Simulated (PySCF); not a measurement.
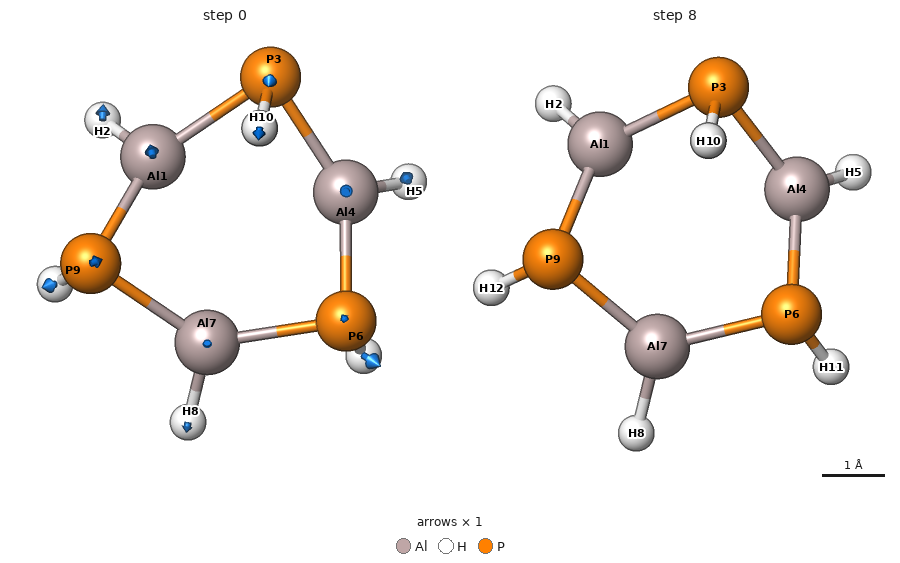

The structure of Al3P3H6 before (left) and after (right) a relaxation, at one scale. The blue arrows give the displacements, at their true length.

The picture is a ball-and-stick view, seen at a tilt.

The start comes from GFN2-xTB. Its atoms were then displaced at random by about 0.03 Å.

These are results of PySCF 2.14.0, density-fitted response routines, PBE0-D3(BJ)/def2-SVP geometry optimisation, gas phase, not measurements. 

Q: Summarise the run.

A: Over 8 geometry steps the energy falls by 57.3 kJ/mol. The atom that moves furthest after the best rigid fit is H11 (0.48 Å). Largest moves by element: H 0.48 Å, P 0.28 Å, Al 0.27 Å. Near-neighbour distances that change, for instance: Al7–P9 2.379 → 2.305 Å, P3–H10 1.507 → 1.437 Å, Al4–H5 1.648 → 1.586 Å, Al7–H8 1.529 → 1.587 Å. Bond angles that change, for instance: P3–Al1–P9 133.4° → 114.6°, P3–Al4–P6 132.0° → 114.3°, Al1–P9–H12 88.7° → 101.4°. Cost: 3.4 min on 1 thread of AMD EPYC (shared host).
